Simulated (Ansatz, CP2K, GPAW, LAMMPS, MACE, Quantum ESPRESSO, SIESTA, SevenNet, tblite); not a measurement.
## Liquid 68TiO2-32SiO2 (mol %) at 3000 K (93 atoms) in tblite

Aim: run liquid 68TiO2-32SiO2 (mol %) at 3000 K (93 atoms) in tblite and see how near its forces come to a plane-wave reference, and at what cost.

Main program and level: tblite 0.8.0; the method is named at each step.

**1. The starting structure**

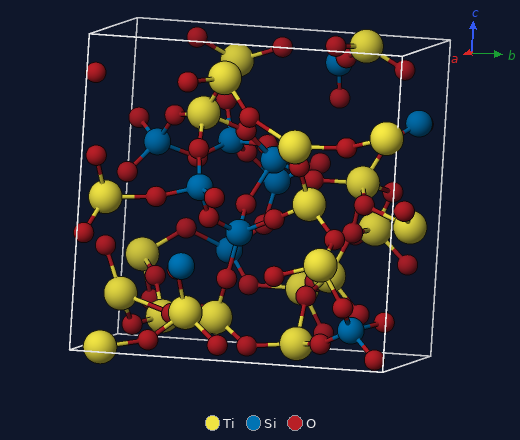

The cell as given, slightly off an axis (titanium yellow, silicon blue, oxygen red). Bonds to atoms that aren't drawn are left out. Some periodic images of atoms are drawn too.

The cell holds 93 atoms: 21 Ti, 10 Si and 62 O. Cell: a = 11.642 Å, b = 11.642 Å, c = 11.642 Å, α = 90.0°, β = 90.0°, γ = 90.0°. 93 atoms (21 Ti, 10 Si, 62 O) placed at random at 3.07 g/cm³, melted at 4000 K for 10 ps at fixed volume with the Morse and Coulomb pair potential with partial charges (Pedone, Malavasi, Menziani, Cormack and Segre, J. Phys. Chem. B 110, 11780 (2006)). Snapshot at the end of a hold of 10 ps at 3000 K and zero pressure.

The yardstick, on the same geometry:

* method: Kohn-Sham DFT, PBE, PAW, plane waves (Ansatz 0.2.0); cutoff 420 eV, Γ point, fermi-dirac smearing of 0.05 eV; PAW set soft_2
* r.m.s. force component: 2.877 eV/Å
* longest force: 11.96 eV/Å
* pressure: 5.426 GPa
* gap (highest filled to lowest empty level): 0.7041 eV
* SCF cycles: 16
* time: 19 s on 8 threads of Arm Neoverse V2, shared host
* CPU time: 2.4 min

**2. GFN1-xTB**

Method: GFN1-xTB tight binding, diagonalisation.

Input file run.py:

```python
import numpy as np
from ase.io import read
from tblite.ase import TBLite

atoms = read("structure.xyz")
atoms.calc = TBLite(method="GFN1-xTB", electronic_temperature=580, accuracy=1.0, max_iterations=250, mixer_damping=0.4, verbosity=1)
energy = atoms.get_potential_energy()
forces = atoms.get_forces()
print(f"energy {energy:.6f} eV")
print("forces (eV/A)")
for i, (a, f) in enumerate(zip(atoms, forces)):
    print(f"{i:4d} {a.symbol:2s} {f[0]:10.5f} {f[1]:10.5f} {f[2]:10.5f}")
stress = -atoms.get_stress(voigt=False) * 160.21766
print("stress (GPa, compression positive)")
for row in stress:
    print(" ".join(f"{x:10.4f}" for x in row))
print("charges (e)")
print(np.array2string(atoms.get_charges(), precision=4, suppress_small=True, max_line_width=110, threshold=100000))
```

Input file structure.xyz:

```xyz
93
Lattice="11.64156 0.00000 0.00000 0.00000 11.64156 0.00000 0.00000 0.00000 11.64156" Properties=species:S:1:pos:R:3 pbc="T T T"
Ti 6.75408 11.59336 5.09283
Ti 4.48805 9.40417 6.44931
Ti 6.53965 0.99617 1.89874
Ti 1.21538 0.91549 3.06522
Ti 10.63503 7.72487 7.96818
Ti 6.10390 4.50039 1.24576
Ti 9.20824 3.83403 1.52679
Ti 10.81734 0.99954 0.13958
Ti 7.08342 3.73624 8.76190
Ti 3.99131 8.28565 2.91924
Ti 1.36451 4.00120 10.42246
Ti 9.74515 4.83241 10.26285
Ti 2.07697 9.59753 4.63707
Ti 11.44540 11.22421 8.56667
Ti 6.76933 7.65456 0.52620
Ti 0.47521 6.80181 2.17511
Ti 10.39277 8.90184 3.68549
Ti 8.23745 8.02790 5.75198
Ti 9.85388 0.70536 5.59959
Ti 3.89911 9.13257 11.43469
Ti 3.82251 2.19408 1.00374
Si 9.10777 9.98671 1.29023
Si 0.20349 5.58387 6.02684
Si 11.60163 3.93392 3.36534
Si 4.89446 6.11520 7.09006
Si 6.90368 5.29854 4.45290
Si 9.02128 4.05417 6.14779
Si 3.23682 11.15727 8.69531
Si 2.54554 4.14754 7.55037
Si 1.04332 7.72476 10.58718
Si 4.95139 1.76649 7.45886
O 11.27101 3.70562 10.11209
O 0.62480 8.65794 4.29108
O 1.11235 4.52938 7.07574
O 2.15800 3.81587 9.00021
O 5.83452 2.48699 8.53315
O 1.86218 5.72078 11.05552
O 3.80155 0.85728 8.22243
O 0.39640 4.79167 2.16917
O 2.42633 2.61923 11.23096
O 2.07173 10.88439 3.41435
O 10.82397 0.41432 7.15711
O 3.84451 9.46762 1.57173
O 5.71694 0.83819 6.32276
O 10.38392 7.21032 3.15626
O 7.79670 4.49760 10.02047
O 8.33280 11.57602 5.75733
O 5.27514 1.30455 0.71561
O 10.31594 9.81628 2.17127
O 6.41846 0.30885 3.61505
O 9.79730 5.18177 0.44622
O 4.69353 3.74509 1.22818
O 2.47360 8.19810 10.87566
O 2.35229 7.54361 2.57616
O 8.39042 3.82856 7.51684
O 9.13839 7.70345 7.16759
[... 33 atom lines left out ...]
O 6.34442 9.78264 5.75279
O 10.09149 5.88760 8.91173
O 7.30962 3.04625 1.33925
O 6.67737 4.90645 2.72133
```

The run is started by

```console
OMP_NUM_THREADS=1 python run.py > output.txt
```

What it wrote:

```text
------------------------------------------------------------
  cycle        total energy    energy error   density error
------------------------------------------------------------
      1     -287.3369592529  -2.8857610E+02   1.2567225E+00
      2     -329.2824279302  -4.1945469E+01   2.4184680E+00
      3     -319.7806615950   9.5017663E+00   7.7326719E-01
      4     -329.5285272914  -9.7478657E+00   5.9322114E-01
      5     -329.1932840488   3.3524324E-01   4.5913942E-01
      6     -336.2591487952  -7.0658647E+00   3.5610389E-01
      7     -337.1621492797  -9.0300048E-01   2.7104970E-01
      8     -339.4389988013  -2.2768495E+00   1.7215376E-01
      9     -340.0955920526  -6.5659325E-01   1.2933636E-01
     10     -340.4168918448  -3.2129979E-01   7.9620033E-02
     11     -340.6500547612  -2.3316292E-01   3.2544202E-02
     12     -340.6780139765  -2.7959215E-02   2.0625542E-02
     13     -340.6878826811  -9.8687046E-03   1.0233598E-02
     14     -340.6879676733  -8.4992202E-05   9.4147195E-03
     15     -340.6947762526  -6.8085793E-03   2.8137846E-03
     16     -340.6949126533  -1.3640076E-04   2.1011749E-03
     17     -340.6951330970  -2.2044365E-04   1.1313982E-03
     18     -340.6951900434  -5.6946478E-05   6.7740813E-04
     19     -340.6952158144  -2.5771000E-05   4.2749176E-04
     20     -340.6952253311  -9.5166864E-06   2.3103925E-04
     21     -340.6952277995  -2.4684050E-06   1.2483365E-04
     22     -340.6952288014  -1.0018209E-06   5.9012612E-05
     23     -340.6952289358  -1.3443133E-07   3.8506913E-05
     24     -340.6952290580  -1.2220283E-07   1.6566186E-05
------------------------------------------------------------
 total:                                   4.763 sec
energy -9270.789395 eV
forces (eV/A)
   0 Ti    0.45321   -2.60629    6.82171
   1 Ti   -0.01202   -0.01147   -1.42127
   2 Ti    0.99431   -1.53051   -1.22159
   3 Ti    0.04650    0.35026    0.60007
   4 Ti    0.95411    0.51090    0.87427
   5 Ti    2.97420    0.43095   -1.74338
   6 Ti    0.72173   -0.69974   -1.66542
   7 Ti   -1.56726   -0.81460   -1.45363
   8 Ti   -1.20082    2.20786   -2.14396
   9 Ti   -0.44372    0.82647   -2.48628
  10 Ti    0.10964    0.94188    3.49240
  11 Ti    0.94554   -0.16279   -0.74400
  12 Ti   -0.47592   -0.37473   -3.42236
  13 Ti   -0.25995   -1.01505   -1.07463
  14 Ti   -2.20137   -0.76669    2.20957
  15 Ti   -0.10940    0.33132   -0.29876
  16 Ti    1.69449   -1.63328    0.03019
  17 Ti    1.26628    5.17408    1.10121
  18 Ti    2.41109    1.14423   -0.16471
  19 Ti   -2.25152    1.27945    1.51588
  20 Ti   -2.23503    1.04475   -1.05133
  21 Si   -6.33286    0.86258   -2.50361
  22 Si    0.00219    0.15707    0.60280
  23 Si    4.03858   -1.68651    3.55564
[...]
85 O    -0.67373    0.07002    1.63714
  86 O    -0.29488    1.24384    0.12503
  87 O    -1.88409    1.51787   -2.96386
  88 O    -0.89048    1.70124    0.86231
  89 O    -0.68332   -0.12807    0.42348
  90 O    -0.35912    0.34842    1.65578
  91 O     0.77746   -1.22851    0.17821
  92 O     0.81219    2.33547    6.88248
stress (GPa, compression positive)
   -3.2975     2.0564     0.2297
    2.0564    -5.5139    -0.2667
    0.2297    -0.2667    -0.8855
charges (e)
[ 0.8645  0.9518  0.9324  0.975   0.93    0.8372  0.8936  0.8896  0.8851  0.8639  0.8498  0.869   0.7783
  0.8941  0.8856  0.9967  0.8562  0.8766  0.8472  0.8335  0.8448  0.5508  0.5892  0.5961  0.5792  0.5933
  0.5531  0.5619  0.588   0.5516  0.5573 -0.469  -0.4778 -0.2319 -0.3262 -0.3503 -0.4588 -0.2207 -0.3614
 -0.471  -0.4523 -0.4418 -0.4371 -0.3593 -0.47   -0.4559 -0.4433 -0.4252 -0.3137 -0.4377 -0.4566 -0.4373
 -0.3112 -0.4613 -0.3458 -0.4482 -0.3099 -0.3487 -0.3557 -0.4516 -0.4392 -0.448  -0.3441 -0.2873 -0.3061
 -0.4612 -0.445  -0.3417 -0.2514 -0.4481 -0.3473 -0.47   -0.3567 -0.242  -0.4048 -0.2346 -0.3677 -0.3216
 -0.49   -0.4488 -0.4803 -0.3288 -0.4478 -0.3948 -0.379  -0.3004 -0.4473 -0.3848 -0.3701 -0.4647 -0.4561
 -0.4767 -0.359 ]
```

Wall time 5.3 s (1 thread of Arm Neoverse V2, shared host); peak memory 0.13 GiB.

Banners, paths, timers and routine set-up lines are dropped from the logs unmarked, and long logs keep their key lines alone; longer cuts are marked.

Compared with the plane-wave run:

```yaml
r_m_s_force_component: 2.056 eV/Å
r_m_s_difference_of_force_components: 1349 meV/Å
longest_difference_of_force_vectors: 5394 meV/Å
force_difference_over_r_m_s_force: 46.88 %
slope_of_forces_against_the_reference_s: 0.6454
correlation_of_force_components: 0.9032
pressure: -3.232 GPa
pressure_difference: -8.658 GPa
```

Length of the force difference by element (eV/Å):

```
element  atoms  mean  most
      O     62   1.7   4.6
     Si     10   1.7   2.3
     Ti     21   2.7   5.4
```

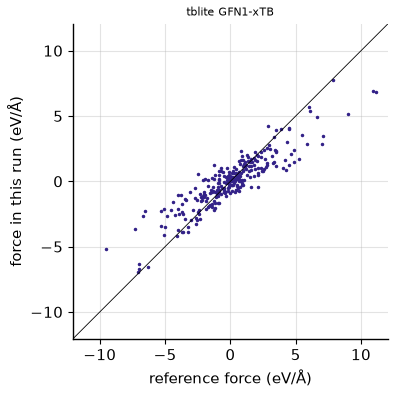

Force components against those of the reference; the line marks equality.

A closer look about O38, whose charge lies farthest from its element's mean: 9 atoms, nearest first, numbered in the order of the input, with positions taken from that point.

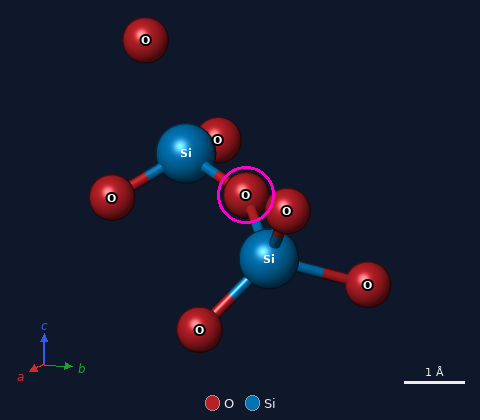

The atoms of the table, within 3.1 Å (arrows a, b, c point along x, y, z); some may hide others; the central atom is ringed.

```
atom      x      y      z  distance (Å)  bonds  Mulliken charge (e)     Fx     Fy  Fz (eV/Å)
 O38   0.00   0.00   0.00          0.00      2                -0.22   1.52   4.04      -0.50
Si28  -0.56  -1.34   0.47          1.53      4                 0.56  -3.88  -0.28       5.39
Si31   1.15   0.91  -0.76          1.65      4                 0.56  -2.15   1.30      -1.95
 O68   0.43  -2.25  -0.15          2.30      2                -0.34   4.04  -6.55      -3.85
 O78  -2.12  -1.42   0.37          2.58      2                -0.32  -1.94  -0.10       0.20
 O36   2.03   1.63   0.31          2.62      2                -0.35   2.29   0.10       1.18
 O57   0.17   2.29  -1.28          2.63      2                -0.31  -2.08  -0.81       0.98
 O44   1.92  -0.02  -1.90          2.70      2                -0.36  -0.41   1.16       0.32
 O75  -0.28  -1.95   2.41          3.12      2                -0.40   0.37   1.44      -2.64
```

Atoms are counted from 1 here, from 0 in the log.

Forces lie 47 % from the reference's, at 0.037 times its CPU time (on 1 against 8 cores).

**3. GFN2-xTB**

Method: GFN2-xTB tight binding, diagonalisation.

run.py: that of step 2 with these lines changed.

```diff
@@ -5,3 +5,3 @@
 atoms = read("structure.xyz")
-atoms.calc = TBLite(method="GFN1-xTB", electronic_temperature=580, accuracy=1.0, max_iterations=250, mixer_damping=0.4, verbosity=1)
+atoms.calc = TBLite(method="GFN2-xTB", electronic_temperature=580, accuracy=1.0, max_iterations=250, mixer_damping=0.4, verbosity=1)
 energy = atoms.get_potential_energy()
```

structure.xyz is that of step 2.

What it wrote:

```text
------------------------------------------------------------
  cycle        total energy    energy error   density error
------------------------------------------------------------
      1     -288.6315162192  -2.9009686E+02   5.2718114E-01
      2     -295.2774229756  -6.6459068E+00   4.2797029E-01
      3     -280.9271535124   1.4350269E+01   4.3330731E-01
[...]
35     -306.3837119027  -6.9708449E-08   3.6839112E-05
     36     -306.3837119401  -3.7385178E-08   1.9287757E-05
------------------------------------------------------------
 total:                                   8.045 sec
energy -8337.125457 eV
forces (eV/A)
   0 Ti    0.60376   -2.08772    5.67769
   1 Ti    0.21881    0.42582   -1.98398
   2 Ti    0.97384   -0.88197   -0.54078
[...]
91 O     0.56613   -0.82347   -0.07716
  92 O     1.05544    1.97486    6.07829
stress (GPa, compression positive)
   -3.2801     1.6461     0.4209
    1.6461    -5.7605    -0.0366
    0.4209    -0.0366    -1.0896
charges (e)
[ 0.6991  0.7443  0.7778  0.8055  0.7306  0.7022  0.7237  0.7474  0.6731  0.7041  0.6198  0.7101  0.6149
  0.6843  0.7222  0.8254  0.7121  0.7188  0.6703  0.613   0.6438  0.7179  0.7012  0.7208  0.6599  0.7133
  0.6954  0.6751  0.6611  0.6497  0.6655 -0.4032 -0.4435 -0.2517 -0.2497 -0.3122 -0.4272 -0.273  -0.3386
 -0.3852 -0.3785 -0.3102 -0.3284 -0.3288 -0.4235 -0.3789 -0.3528 -0.3328 -0.3324 -0.3624 -0.4227 -0.3496
 -0.2542 -0.3817 -0.3279 -0.3665 -0.3195 -0.2868 -0.3679 -0.3875 -0.377  -0.3863 -0.3448 -0.3028 -0.2608
 -0.3884 -0.4118 -0.3255 -0.2615 -0.3203 -0.3479 -0.4293 -0.3081 -0.3113 -0.35   -0.2988 -0.3288 -0.2929
 -0.4334 -0.3383 -0.376  -0.3452 -0.353  -0.3971 -0.3089 -0.3503 -0.3971 -0.3487 -0.3858 -0.3946 -0.3836
 -0.4285 -0.3378]
```

Run time: 8.6 s. Hardware: 1 thread; peak memory 0.13 GiB.

Compared with the plane-wave run:

```
r.m.s. force component                  : 1.984 eV/Å
r.m.s. difference of force components   : 1452 meV/Å
longest difference of force vectors     : 6069 meV/Å
force difference over r.m.s. force      : 50.46 %
slope of forces against the reference's : 0.6104
correlation of force components         : 0.8853
pressure                                : -3.377 GPa
pressure difference                     : -8.802 GPa
```

Against the first run (47 %), the force difference from the reference is 50 %, at 1.6 times the CPU time (36 SCF steps against 24).

**4. All runs compared**

Differences are against the plane-wave reference, forces as r.m.s. over components; share is that over the reference's r.m.s. force, slope the least-squares factor from reference forces to these. Total energies of different programs have different zeros and aren't compared.

```
            run  Δ force, r.m.s. (meV/Å)  share (%)  slope  Δ pressure (GPa)  cores  CPU time  memory (GiB)
      reference                        -          -      -                 -      8   2.4 min           2.2
tblite GFN1-xTB                     1349       46.9  0.645             -8.66      1     5.3 s          0.13
tblite GFN2-xTB                     1452       50.5  0.610             -8.80      1     8.6 s          0.13
```

CPU time is summed over cores on a shared host, where runs went side by side, so it is rough. Symmetry, cutoffs, thresholds, outputs and thread counts weren't matched or tuned between programs; memory under MPI is the largest rank's times the ranks.

Mean charges by element (e), by run and scheme:

```
            run    scheme     Ti     Si      O
      reference    Löwdin  +1.34  +1.71  -0.66
tblite GFN1-xTB  Mulliken  +0.88  +0.57  -0.39
tblite GFN2-xTB  Mulliken  +0.71  +0.69  -0.35
```

The reference's Löwdin charges lack the electrons that the projection spills, 0.045 e an atom on average.

**5. Outcome**

```
nearest in forces : tblite GFN1-xTB, 47 %
its CPU time      : 5.3 s
```

Tight binding differs by 47 % (tblite GFN1-xTB) to 50 % (tblite GFN2-xTB); it is another model, with fitted parameters of its own, and the xTB methods hold dispersion. Of the electronic-structure runs that take under half the reference's CPU time, tblite GFN1-xTB comes nearest, at 47 % in 5.3 s against 2.4 min; its pressure misses by -8.7 GPa. Charges hang on model, scheme and program or settings: among these rows the mean for Si runs from +0.57 to +1.71 e. Periodic xTB results under one method name differ between programs and library versions. The frame stands for 3000 K, but pressures are static and levels are smeared at 580 K. The network of bonds at the start is that of the classical potential that made the cell, and needn't be the one that DFT or experiment would give. The reference's stress is far from hydrostatic: its diagonal is 5.8, 1.1, 9.4 GPa, compression counted positive. The runs have no spin polarisation, so moments on Ti can't form, and no Hubbard term. The electronic-structure runs sample only Γ, in a cell whose shortest periodic width is 12 Å.

[Also dropped from logs without a mark: logging warnings of Python, and SIESTA's first energy breakdown and zero terms.]

[Logs are printed without paths, hosts, clocks, repeated set-up lines and the standing remarks that a program may print on its own settings, such as how far it seeks lower states.]

[Hosts, paths, dates, database ids (printed as entryN), source tags and the programs' standing remarks are cut or masked in the printed files.]
